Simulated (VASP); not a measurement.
Band structure of SiGe (relaxed from the layered h-BN type structure, space group P6_3/mmc). Calculation: PBEsol GGA, VASP's PBE PAW potentials (set 64) (plane waves; VASP).

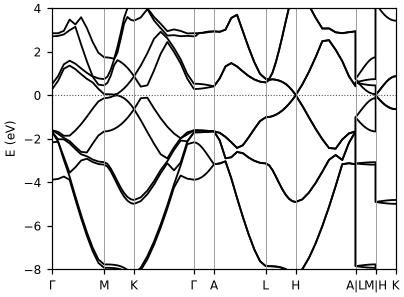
Fig. 1. Bands along high-symmetry lines, zero at the valence-band maximum or, without a gap, the Fermi level

Q: Read the plot: is there a gap, and where are the band edges?

A: The gap is direct, 0.02 eV, from the valence maximum at H to the conduction minimum at H. (Edges off the drawn lines would not show.)

The structure was generated: SiGe was put into the layered h-BN type type (P6_3/mmc), which need not be its known phase. It was relaxed first, which changed the volume by -9 %.
